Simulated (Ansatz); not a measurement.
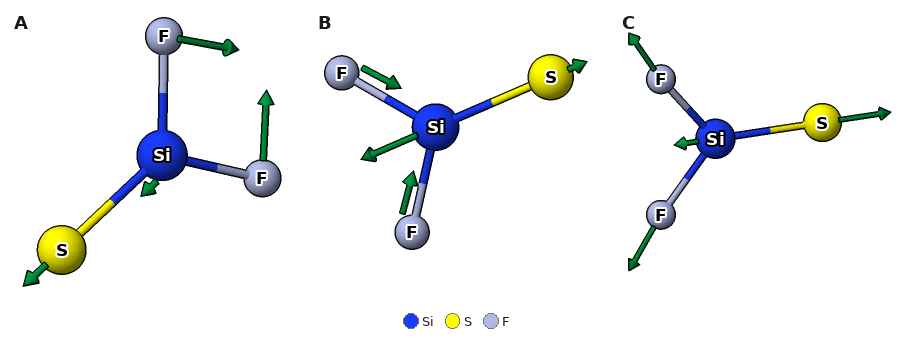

3 normal modes of one molecule or complex, as arrows. Harmonic vibrations computed with RKS PBE0-D4/def2-TZVP (Ansatz 0.2.0) at a stationary point of the same level.

Question: Match the panels to the wavenumbers 335 cm⁻¹, 645 cm⁻¹, 1012 cm⁻¹.

Answer: A: 335 cm⁻¹, F–Si–F bending
B: 1012 cm⁻¹
C: 645 cm⁻¹, S–Si stretching
